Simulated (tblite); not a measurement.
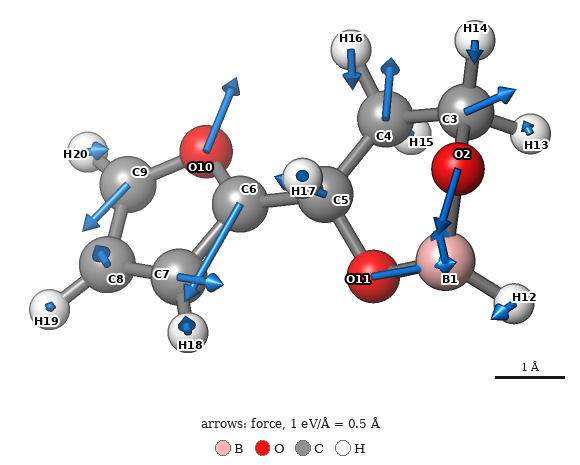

Starting geometry of C₇H₉BO₃ with the computed forces as blue arrows. The picture is a ball-and-stick view, seen at a tilt.

Method: tblite, GFN2-xTB geometry optimisation, gas phase. 

**What follows when this structure is relaxed?**

It isn't relaxed: the largest force vector, on C6, is 3.37 eV/Å. The final displacements have little in common with the starting forces (cosine between the two patterns 0.17). After 140 geometry steps the energy has fallen by 1.780 eV. The atom that moves furthest after the best rigid fit is H18 (1.29 Å). By element the largest moves are H 1.29 Å, O 1.02 Å, C 0.62 Å, B 0.24 Å. Among the contacts that change: B1–O2 1.460 → 1.350 Å, B1–O11 1.450 → 1.353 Å, C4–C5 1.486 → 1.538 Å, C6–C7 1.403 → 1.362 Å. Bond angles that change, for instance: B1–O2–C3 105.0° → 119.6°, B1–O11–C5 106.3° → 120.0°, C5–C6–O10 130.4° → 118.1°. Groups turn about O2–C3 by about 85°, C5–C6 by about 70°, C3–C4 by about 60°. The run took 1.9 s on 1 thread of Arm Neoverse N1, with other jobs on the host.
